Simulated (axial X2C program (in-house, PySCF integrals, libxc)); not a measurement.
# CrF⁺: from the state search to constants

Aim: find the lowest determinant of CrF⁺, scan the bond at several levels and fit the constants, once spin-free and once with spin–orbit coupling.

The runs use an in-house X2C program for linear molecules on PySCF integrals; all-electron X2C, Cr dyall-cv3z, F dyall-av3z.

All values are calculated.

### 1 Input

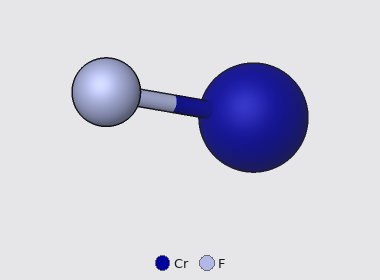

The two atoms at 1.860 Å (chromium blue, fluorine light blue).

task.json

```json
{"zs": [24, 9], "q": 1, "bas": ["dyall-cv3z", "dyall-av3z"], "levels": ["PBE0", "HF", "B3LYP"], "cc": true, "r0": 1.86, "thr": -2.0, "nmax": 90, "npts": 10, "nst": 2, "ntry": 6}
```

Keys: zs atomic numbers; q charge; bas basis sets; levels methods (HF also brings MP2); cc coupled cluster on or off; r0 starting distance in Å; thr threshold in hartree for freezing inner shells (an s shell follows its p shell); nmax most natural virtual spinors; npts points asked for on the curve; nst determinants followed; ntry starts of the search.

Run with:

```console
$ python so2c.py task.json out
```

Spin-free means the one-electron spin-free X2C Hamiltonian; two-component (2c) means X2C with spin–orbit coupling and atomic mean-field two-electron Coulomb and Gaunt terms. Basis: Cr dyall-cv3z contracted to [9s10p6d3f2g], F dyall-av3z contracted to [7s6p3d2f]; Gaussian nuclei, density fitting. Masses: Cr 51.941 u, F 18.998 u.

Notation: σ, π±, δ± give the projection m of an orbital's angular momentum (0, ±1, ±2), α and β its spin, Λ and M_S the sums; ω is the projection of a spinor's total angular momentum and Ω the sum. Logs are in hartree.

The results follow Hamiltonian by Hamiltonian and level by level.

### 2 Which state to follow

PBE0 moves the distance from 1.860 Å to 1.717 Å and compares determinants there.

Spin-free determinants:

| ΔE (eV) | state | open shells |
| --- | --- | --- |
| 0.00 | M_S = 2, Λ = 0 | beyond closed shells: π+α, π-α, δ+α, δ-α |
| 0.54 | M_S = 2, Λ = 1 | beyond closed shells: σα, π+α, δ+α, δ-α |
| 1.48 | M_S = 2, Λ = 2 | beyond closed shells: σα, π+α, π-α, δ+α |
| 2.15 | M_S = 1, Λ = 1 | beyond closed shells: σβ, π+α, δ+α, δ-α |
| 2.32 | M_S = 1, Λ = 0 | beyond closed shells: π+α, π-α, δ+α, δ-β |
| 2.78 | M_S = 1, Λ = 2 | beyond closed shells: σβ, π+α, π-α, δ+α |
| 3.10 | M_S = 1, Λ = 3 | beyond closed shells: π+α, δ+α, δ+β, δ-α |

Two-component determinants:

```csv
ΔE (eV),state,open shells
0.00,Ω = 2,"excess of +ω over −ω: ω = -1/2, ω = 5/2"
0.52,Ω = 1,"excess of +ω over −ω: ω = -3/2, ω = 5/2"
0.55,Ω = 3,"excess of +ω over −ω: ω = 1/2, ω = 5/2"
1.51,Ω = 4,"excess of +ω over −ω: ω = 3/2, ω = 5/2"
2.13,Ω = 0,"excess of +ω over −ω: 2 × ω = -1/2, ω = -3/2, ω = 5/2"
2.26,Ω = 1,"excess of +ω over −ω: ω = -1/2, ω = 3/2"
2.37,Ω = 1,"excess of +ω over −ω: ω = -1/2, ω = 3/2"
```

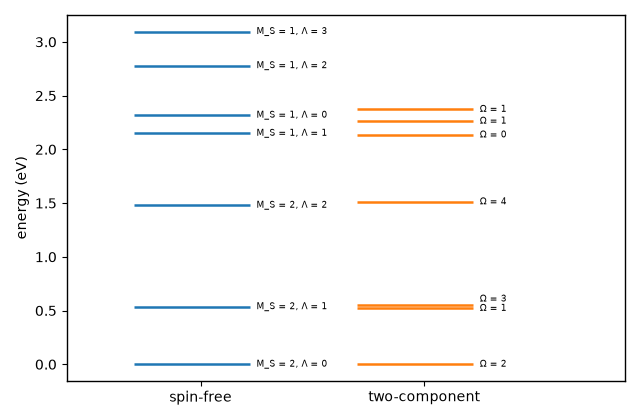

The determinants found, each set from its own lowest.

### 3 PBE0, spin-free

State followed: M_S = 2, Λ = 0 (beyond closed shells: π+α, π-α, δ+α, δ-α). The scan is laid around 1.717 Å, a first estimate of the minimum, and this SCF restarts from the orbitals of the search.

Output at 1.717 Å:

```text
spin-free X2C-1e  PBE0
basis functions 162  fitting functions 883  grid points 5079
iter        total energy     max residual
   1      -1150.244873475     1.47e-05
   2      -1150.244873471     2.55e-05
   3      -1150.244873476     5.09e-06
   4      -1150.244873477     9.91e-07
converged
one-electron -1709.12261527  Coulomb 551.48528661  exact exchange -14.48275827  xc functional -44.69571116  nuclear repulsion 66.57092461
```

Along the bond, energies from the lowest point:

```
R (Å)  E (eV)  μ (D)  HOMO (eV)  LUMO (eV)  iterations
1.494  1.1658  -4.39     -13.79      -9.99          11
1.562  0.4767  -4.90     -14.20     -10.15          11
1.614  0.1842  -5.25     -14.48     -10.28          11
1.665  0.0364  -5.58     -14.71     -10.41          11
1.717  0.0000  -5.90     -14.91     -10.55           4
1.777  0.0630  -6.24     -15.10     -10.72          10
1.837  0.2086  -6.56     -15.22     -10.89          11
1.915  0.4768  -6.92     -15.27     -11.10          11
2.009  0.8747  -7.28     -15.20     -11.34          11
2.146  1.4918  -7.55     -15.03     -11.58          12
```

Dipoles are positive if F is the positive end and refer to the centre of mass.

Outer orbitals at the reference distance:

| symmetry | occupied | ε (eV) | atomic character |
| --- | --- | --- | --- |
| σα | yes | -18.17 | 77% F p, 17% Cr d, 2% F s |
| σβ | yes | -18.15 | 84% F p, 10% Cr d, 2% F s |
| π+α | yes | -18.13 | 63% F p, 35% Cr d |
| π-α | yes | -18.13 | 63% F p, 35% Cr d |
| π-β | yes | -17.09 | 89% F p, 8% Cr d |
| π+β | yes | -17.09 | 89% F p, 8% Cr d |
| δ+α | yes | -15.55 | 100% Cr d |
| δ-α | yes | -15.55 | 100% Cr d |
| π+α | yes | -14.91 | 64% Cr d, 31% F p, 3% Cr p |
| π-α | yes | -14.91 | 64% Cr d, 31% F p, 3% Cr p |
| σα | no | -10.55 | 45% Cr d, 39% Cr s, 11% F p |
| σα | no | -8.90 | 30% Cr p, 29% Cr d, 28% Cr s |
| σβ | no | -8.65 | 52% Cr s, 32% Cr d, 9% F p |
| δ-β | no | -7.31 | 99% Cr d |

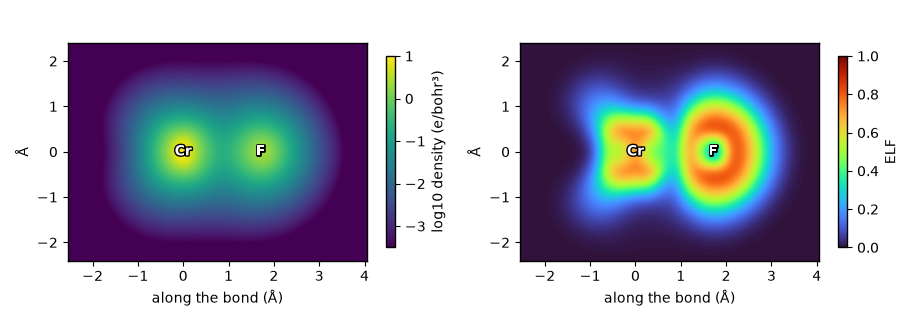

PBE0 fields in a plane through the axis, from a grid of 0.3 Å; Cr lies at z = 0 and F at z = 1.717 Å; the ELF is damped to zero where the density is low.

Re = 1.711 Å, ωe = 801 cm⁻¹, ωexe = 3.72 cm⁻¹, Be = 0.4139 cm⁻¹, De = 3.71 eV, μ = -5.86 D.

### 4 HF, spin-free

Output at 1.717 Å:

```text
spin-free X2C-1e  HF
basis functions 162  fitting functions 883  grid points 5079
iter        total energy     max residual
   1      -1148.997437118     8.92e-02
   2      -1149.030122410     1.72e-02
   3      -1149.033425045     1.38e-02
   4      -1149.034729161     4.33e-03
   5      -1149.035019448     1.71e-03
   6      -1149.035053400     8.37e-04
   7      -1149.035064223     4.19e-04
   8      -1149.035066457     1.28e-04
   9      -1149.035066785     3.99e-05
  10      -1149.035066836     1.01e-05
  11      -1149.035066841     4.36e-06
  12      -1149.035066842     1.72e-06
converged
one-electron -1708.96484103  Coulomb 551.44971269  exact exchange -58.09086311  xc functional 0.00000000  nuclear repulsion 66.57092461
```

Re = 1.747 Å, ωe = 790 cm⁻¹, ωexe = 3.09 cm⁻¹, Be = 0.3972 cm⁻¹, De = 2.15 eV, μ = -7.55 D.

### 5 B3LYP, spin-free

The SCF at the reference distance of 1.717 Å:

```text
spin-free X2C-1e  B3LYP
basis functions 162  fitting functions 883  grid points 5079
iter        total energy     max residual
   1      -1150.571149487     1.59e-02
   2      -1150.572558069     1.59e-03
   3      -1150.572553883     2.28e-03
   4      -1150.572573984     1.82e-03
   5      -1150.572594887     3.17e-04
   6      -1150.572595984     1.34e-04
   7      -1150.572596177     4.30e-05
   8      -1150.572596229     1.27e-05
   9      -1150.572596232     1.65e-06
  10      -1150.572596232     6.52e-07
converged
one-electron -1709.12049002  Coulomb 551.47416065  exact exchange -11.58203319  xc functional -47.91515828  nuclear repulsion 66.57092461
```

Re = 1.720 Å, ωe = 789 cm⁻¹, ωexe = 3.68 cm⁻¹, Be = 0.4094 cm⁻¹, De = 3.92 eV, μ = -5.81 D.

### 6 Correlated methods, spin-free

Correlated methods: 12 electrons correlated (frozen shells, counted by type: Cr 3 s, 2 p; F 1 s), 262 virtual spinors in MP2, 89 natural virtuals in coupled cluster.

Output of the correlated part at 1.717 Å:

```text
correlated 12  virtual 262  natural virtual 89  E(MP2) -0.356074965  MP2 remainder -0.013186006
iter   CCSD correlation   residual
   1     -0.335756836   1.14e-01
   2     -0.343644141   5.88e-02
   3     -0.346875570   1.91e-02
   4     -0.347153282   7.82e-03
   5     -0.347141768   2.46e-03
   6     -0.347177214   7.75e-04
   7     -0.347175482   2.53e-04
   8     -0.347176755   8.29e-05
   9     -0.347176762   3.46e-05
  10     -0.347176195   1.47e-05
  11     -0.347176228   5.49e-06
  12     -0.347176152   1.94e-06
  13     -0.347176141   8.15e-07
(T) -0.011397249  T1 0.0287  D1 0.0583  max T2 0.038
```

T1 in the output is the amplitude norm over the root of the electron number; divide by √2 for the Lee–Taylor value.

MP2: Re = 1.736 Å, ωe = 776 cm⁻¹, Be = 0.4023 cm⁻¹, De = 3.94 eV.

CCSD: Re = 1.732 Å, ωe = 788 cm⁻¹, ωexe = 3.15 cm⁻¹, Be = 0.4038 cm⁻¹, De = 3.59 eV. T1 at Re = 0.020 (Lee–Taylor, the printed value over √2).

CCSD(T): Re = 1.733 Å, ωe = 784 cm⁻¹, ωexe = 3.2 cm⁻¹, Be = 0.4037 cm⁻¹, De = 3.75 eV. T1 at Re = 0.020 (Lee–Taylor, the printed value over √2).

### 7 A higher determinant, spin-free

State: M_S = 2, Λ = 1 (beyond closed shells: σα, π+α, δ+α, δ-α).

Output at the reference distance:

```text
spin-free X2C-1e  PBE0
basis functions 162  fitting functions 883  grid points 5079
iter        total energy     max residual
   1      -1150.225203693     1.06e-05
   2      -1150.225203697     1.15e-05
   3      -1150.225203698     1.02e-05
converged
one-electron -1708.35406670  Coulomb 550.66168774  exact exchange -14.46148351  xc functional -44.64226584  nuclear repulsion 66.57092461
```

| R (Å) | E above the lowest PBE0 point (eV) |
| --- | --- |
| 1.494 | 1.670 |
| 1.562 | 1.022 |
| 1.614 | 0.738 |
| 1.665 | 0.585 |
| 1.717 | 0.535 |
| 1.777 | 0.575 |
| 1.837 | 0.693 |
| 1.915 | 0.923 |
| 2.009 | 1.272 |

Re = 1.722 Å, ωe = 752 cm⁻¹, ωexe = 3.54 cm⁻¹, Be = 0.4088 cm⁻¹, μ = -5.90 D. Te = 0.54 eV.

### 8 The spin-free curves together

Energy (eV) of the followed determinant, spin-free, from each level's lowest point:

| R (Å) | PBE0 | HF | MP2 | CCSD | CCSD(T) | B3LYP |
| --- | --- | --- | --- | --- | --- | --- |
| 1.494 | 1.166 | 1.592 | 1.394 | n/a | n/a | 1.253 |
| 1.562 | 0.477 | 0.735 | 0.624 | 0.618 | 0.615 | 0.532 |
| 1.614 | 0.184 | 0.340 | 0.277 | 0.270 | 0.269 | 0.219 |
| 1.665 | 0.036 | 0.107 | 0.080 | 0.076 | 0.076 | 0.053 |
| 1.717 | 0.000 | 0.001 | 0.000 | 0.000 | 0.000 | 0.000 |
| 1.777 | 0.063 | 0.000 | 0.019 | 0.026 | 0.025 | 0.046 |
| 1.837 | 0.209 | 0.099 | 0.129 | 0.143 | 0.140 | 0.177 |
| 1.915 | 0.477 | 0.329 | 0.362 | 0.387 | 0.382 | 0.429 |
| 2.009 | 0.875 | 0.711 | 0.739 | n/a | n/a | 0.812 |
| 2.146 | 1.492 | 1.372 | 1.377 | n/a | n/a | 1.420 |

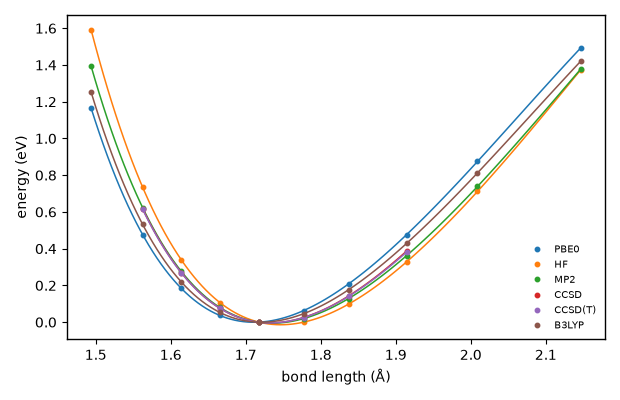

Curves of the followed state, spin-free, each from its own lowest point.

### 9 PBE0, 2c

State followed: Ω = 2 (excess of +ω over −ω: ω = -1/2, ω = 5/2). The scan is laid around 1.717 Å, a first estimate of the minimum, and this SCF restarts from the orbitals of the search.

Output at 1.717 Å:

```text
two-component X2C + atomic mean field  PBE0
basis functions 162  fitting functions 883  grid points 5079
iter        total energy     max residual
   1      -1149.984414164     7.96e-06
   2      -1149.984414165     9.05e-06
converged
one-electron -1708.47584149  Coulomb 551.35350685  exact exchange -14.47945088  xc functional -44.68554155  nuclear repulsion 66.57092461  atomic mean-field constant -0.26801172
```

Along the bond, energies from the lowest point:

| R (Å) | E (eV) | μ (D) | HOMO (eV) | LUMO (eV) | iterations |
| --- | --- | --- | --- | --- | --- |
| 1.494 | 1.1677 | -4.39 | -13.78 | -9.99 | 11 |
| 1.562 | 0.4780 | -4.89 | -14.19 | -10.15 | 11 |
| 1.614 | 0.1850 | -5.25 | -14.46 | -10.28 | 11 |
| 1.665 | 0.0368 | -5.58 | -14.70 | -10.41 | 11 |
| 1.717 | 0.0000 | -5.89 | -14.90 | -10.55 | 2 |
| 1.777 | 0.0627 | -6.24 | -15.08 | -10.72 | 10 |
| 1.837 | 0.2079 | -6.55 | -15.20 | -10.89 | 11 |
| 1.915 | 0.4757 | -6.92 | -15.25 | -11.10 | 11 |
| 2.009 | 0.8732 | -7.28 | -15.18 | -11.34 | 11 |
| 2.146 | 1.4896 | -7.54 | -15.02 | -11.58 | 12 |

Dipoles are positive if F is the positive end and refer to the centre of mass.

Outer spinors at the reference distance:

| ω | occupied | ε (eV) | atomic character | λ mixture |
| --- | --- | --- | --- | --- |
| 1/2 | yes | -18.17 | 77% F p, 17% Cr d, 2% F s | 100% σ |
| -1/2 | yes | -18.15 | 78% F p, 17% Cr d | 70% σ, 30% π |
| -1/2 | yes | -18.14 | 69% F p, 28% Cr d | 70% π, 30% σ |
| 3/2 | yes | -18.11 | 62% F p, 35% Cr d | 100% π |
| 1/2 | yes | -17.11 | 89% F p, 8% Cr d | 100% π |
| -3/2 | yes | -17.07 | 89% F p, 8% Cr d | 100% π |
| -3/2 | yes | -15.58 | 100% Cr d | 100% δ |
| 5/2 | yes | -15.52 | 100% Cr d | 100% δ |
| -1/2 | yes | -14.94 | 64% Cr d, 31% F p, 3% Cr p | 100% π |
| 3/2 | yes | -14.90 | 64% Cr d, 32% F p, 3% Cr p | 100% π |
| 1/2 | no | -10.55 | 45% Cr d, 39% Cr s, 11% F p | 100% σ |
| 1/2 | no | -8.90 | 30% Cr p, 29% Cr d, 28% Cr s | 100% σ |
| -1/2 | no | -8.65 | 52% Cr s, 32% Cr d, 9% F p | 100% σ |
| 3/2 | no | -7.34 | 99% Cr d | 100% δ |

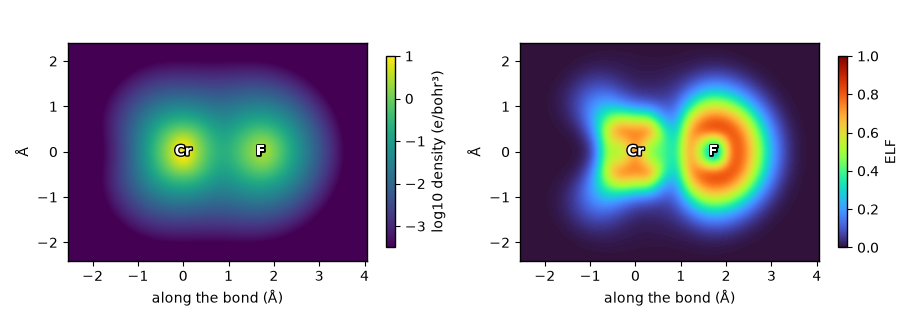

PBE0 fields in a plane through the axis, from a grid of 0.3 Å; Cr lies at z = 0 and F at z = 1.717 Å; the ELF is damped to zero where the density is low.

Re = 1.711 Å, ωe = 801 cm⁻¹, ωexe = 3.72 cm⁻¹, Be = 0.4138 cm⁻¹, De = 3.70 eV, μ = -5.86 D.

### 10 HF, 2c

Output at 1.717 Å:

```text
two-component X2C + atomic mean field  HF
basis functions 162  fitting functions 883  grid points 5079
iter        total energy     max residual
   1      -1148.737225251     8.90e-02
   2      -1148.769912313     1.73e-02
   3      -1148.773216901     1.38e-02
   4      -1148.774522974     4.34e-03
   5      -1148.774814156     1.71e-03
   6      -1148.774848390     8.39e-04
   7      -1148.774859347     4.21e-04
   8      -1148.774861642     1.29e-04
   9      -1148.774861996     3.97e-05
  10      -1148.774862060     2.49e-05
  11      -1148.774862073     1.95e-05
  12      -1148.774862079     1.45e-05
  13      -1148.774862083     9.07e-06
  14      -1148.774862086     3.14e-06
  15      -1148.774862087     1.96e-06
converged
one-electron -1708.31723433  Coulomb 551.31711458  exact exchange -58.07765523  xc functional 0.00000000  nuclear repulsion 66.57092461  atomic mean-field constant -0.26801172
```

Re = 1.747 Å, ωe = 789 cm⁻¹, ωexe = 3.08 cm⁻¹, Be = 0.3971 cm⁻¹, De = 2.13 eV, μ = -7.55 D.

### 11 B3LYP, 2c

The SCF at the reference distance of 1.717 Å:

```text
two-component X2C + atomic mean field  B3LYP
basis functions 162  fitting functions 883  grid points 5079
iter        total energy     max residual
   1      -1150.310527042     1.59e-02
   2      -1150.311935439     1.62e-03
   3      -1150.311929446     2.33e-03
   4      -1150.311951636     1.83e-03
   5      -1150.311972688     3.17e-04
   6      -1150.311973785     1.34e-04
   7      -1150.311973982     4.31e-05
   8      -1150.311974036     1.27e-05
   9      -1150.311974039     1.63e-06
  10      -1150.311974039     6.31e-07
converged
one-electron -1708.47387999  Coulomb 551.34252292  exact exchange -11.57938245  xc functional -47.90414742  nuclear repulsion 66.57092461  atomic mean-field constant -0.26801172
```

Re = 1.721 Å, ωe = 789 cm⁻¹, ωexe = 3.68 cm⁻¹, Be = 0.4093 cm⁻¹, De = 3.91 eV, μ = -5.81 D.

### 12 MP2 and beyond, 2c

Correlated methods: 12 electrons correlated (frozen shells, counted by type: Cr 3 s, 2 p; F 1 s), 262 virtual spinors in MP2, 90 natural virtuals in coupled cluster.

Output of the correlated part at 1.717 Å:

```text
correlated 12  virtual 262  natural virtual 90  E(MP2) -0.356045751  MP2 remainder -0.013015185
iter   CCSD correlation   residual
   1     -0.335889614   1.14e-01
   2     -0.343779256   5.89e-02
   3     -0.347014629   1.91e-02
   4     -0.347293547   7.84e-03
   5     -0.347282149   2.47e-03
   6     -0.347317731   7.81e-04
   7     -0.347315998   2.60e-04
   8     -0.347317363   9.17e-05
   9     -0.347317301   4.45e-05
  10     -0.347316733   2.44e-05
  11     -0.347316757   1.38e-05
  12     -0.347316622   7.14e-06
  13     -0.347316607   3.63e-06
(T) -0.011414038  T1 0.0287  D1 0.0585  max T2 0.038
```

MP2: Re = 1.736 Å, ωe = 776 cm⁻¹, Be = 0.4022 cm⁻¹, De = 3.92 eV.

CCSD: Re = 1.733 Å, ωe = 788 cm⁻¹, ωexe = 3.15 cm⁻¹, Be = 0.4037 cm⁻¹, De = 3.57 eV. T1 at Re = 0.020 (Lee–Taylor, the printed value over √2).

CCSD(T): Re = 1.733 Å, ωe = 784 cm⁻¹, ωexe = 3.19 cm⁻¹, Be = 0.4036 cm⁻¹, De = 3.72 eV. T1 at Re = 0.020 (Lee–Taylor, the printed value over √2).

### 13 A higher determinant, 2c

State: Ω = 1 (excess of +ω over −ω: ω = -3/2, ω = 5/2).

Output at the reference distance:

```text
two-component X2C + atomic mean field  PBE0
basis functions 162  fitting functions 883  grid points 5079
iter        total energy     max residual
   1      -1149.965318575     1.00e-05
   2      -1149.965318576     1.43e-05
converged
one-electron -1707.71126191  Coulomb 550.53352729  exact exchange -14.45822898  xc functional -44.63226788  nuclear repulsion 66.57092461  atomic mean-field constant -0.26801172
```

```csv
R (Å),E above the lowest PBE0 point (eV)
1.494,1.657
1.562,1.008
1.614,0.723
1.665,0.570
1.717,0.520
1.777,0.559
1.837,0.677
1.915,0.906
2.009,1.254
```

Re = 1.722 Å, ωe = 752 cm⁻¹, ωexe = 3.55 cm⁻¹, Be = 0.4087 cm⁻¹, μ = -5.90 D. Te = 0.52 eV.

### 14 The 2c curves together

Energy (eV) of the followed determinant, 2c, from each level's lowest point:

```csv
R (Å),PBE0,HF,MP2,CCSD,CCSD(T),B3LYP
1.494,1.168,1.594,1.396,n/a,n/a,1.255
1.562,0.478,0.737,0.625,0.619,0.616,0.534
1.614,0.185,0.341,0.278,0.271,0.270,0.220
1.665,0.037,0.108,0.080,0.076,0.076,0.053
1.717,0.000,0.001,0.000,0.000,0.000,0.000
1.777,0.063,0.000,0.019,0.025,0.025,0.046
1.837,0.208,0.098,0.128,0.142,0.140,0.176
1.915,0.476,0.328,0.361,0.386,0.381,0.428
2.009,0.873,0.710,0.737,n/a,n/a,0.811
2.146,1.490,1.371,1.375,n/a,n/a,1.417
```

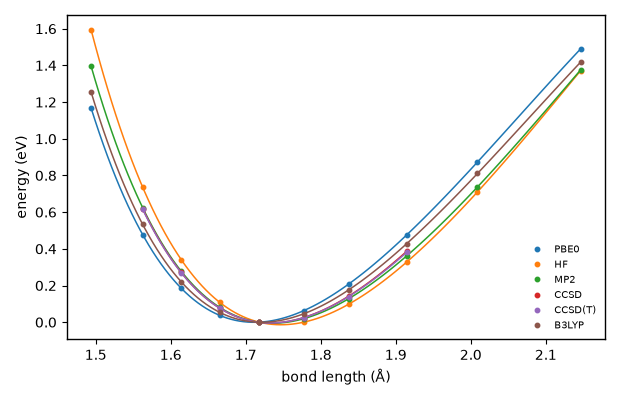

Curves of the followed state, 2c, each from its own lowest point.

The whole job took 2 min on 1 thread of Intel Xeon 6975P-C (Granite Rapids), shared host; peak memory 0.73 GiB.

### 15 Results

Lowest determinant that the search found at its distance, spin-free: M_S = 2, Λ = 0 (beyond closed shells: π+α, π-α, δ+α, δ-α).

Lowest determinant that the search found at its distance, 2c: Ω = 2 (excess of +ω over −ω: ω = -1/2, ω = 5/2).

```json
{"Hamiltonian": "spin-free", "level": "PBE0", "Re (Å)": "1.711", "ωe (cm⁻¹)": "801", "De (eV)": "3.71", "μ (D)": "-5.86"}
{"Hamiltonian": "spin-free", "level": "HF", "Re (Å)": "1.747", "ωe (cm⁻¹)": "790", "De (eV)": "2.15", "μ (D)": "-7.55"}
{"Hamiltonian": "spin-free", "level": "MP2", "Re (Å)": "1.736", "ωe (cm⁻¹)": "776", "De (eV)": "3.94", "μ (D)": "n/a"}
{"Hamiltonian": "spin-free", "level": "CCSD", "Re (Å)": "1.732", "ωe (cm⁻¹)": "788", "De (eV)": "3.59", "μ (D)": "n/a"}
{"Hamiltonian": "spin-free", "level": "CCSD(T)", "Re (Å)": "1.733", "ωe (cm⁻¹)": "784", "De (eV)": "3.75", "μ (D)": "n/a"}
{"Hamiltonian": "spin-free", "level": "B3LYP", "Re (Å)": "1.720", "ωe (cm⁻¹)": "789", "De (eV)": "3.92", "μ (D)": "-5.81"}
{"Hamiltonian": "2c", "level": "PBE0", "Re (Å)": "1.711", "ωe (cm⁻¹)": "801", "De (eV)": "3.70", "μ (D)": "-5.86"}
{"Hamiltonian": "2c", "level": "HF", "Re (Å)": "1.747", "ωe (cm⁻¹)": "789", "De (eV)": "2.13", "μ (D)": "-7.55"}
{"Hamiltonian": "2c", "level": "MP2", "Re (Å)": "1.736", "ωe (cm⁻¹)": "776", "De (eV)": "3.92", "μ (D)": "n/a"}
{"Hamiltonian": "2c", "level": "CCSD", "Re (Å)": "1.733", "ωe (cm⁻¹)": "788", "De (eV)": "3.57", "μ (D)": "n/a"}
{"Hamiltonian": "2c", "level": "CCSD(T)", "Re (Å)": "1.733", "ωe (cm⁻¹)": "784", "De (eV)": "3.72", "μ (D)": "n/a"}
{"Hamiltonian": "2c", "level": "B3LYP", "Re (Å)": "1.721", "ωe (cm⁻¹)": "789", "De (eV)": "3.91", "μ (D)": "-5.81"}
```

Dipoles are positive if F is the positive end and refer to the centre of mass.

Time per point (s) on 1 thread of Intel Xeon 6975P-C (Granite Rapids), shared host (2c runs; CCSD comes with the CCSD(T) run); the times are rough: PBE0 0.31, HF 0.17, MP2 0.33, CCSD(T) 4.6, B3LYP 0.34.

In words: At CCSD(T), going from spin-free to two-component changes Re by 0 mÅ, ωe by 0.0 %; the spin-free picture holds up (part of it comes from the scalar share of the two-electron terms). De moves by -0.02 eV; both De rest on single-determinant atoms, which can miss part of an open shell's spin–orbit lowering.

De refers to Cr+ + F, each in the lowest determinant found, which need not be this curve's own limit. Each curve is one determinant whose occupation by symmetry is held fixed; it was picked as the lowest of a PBE0 search that is not exhaustive. De is counted from the lowest determinant-based energies of the atoms at the same level, without counterpoise correction. Density functionals use the spin component along the axis (collinear). CCSD and (T) use frozen natural virtuals with an MP2 correction for the truncation. With several unpaired electrons one determinant need not be a pure state.
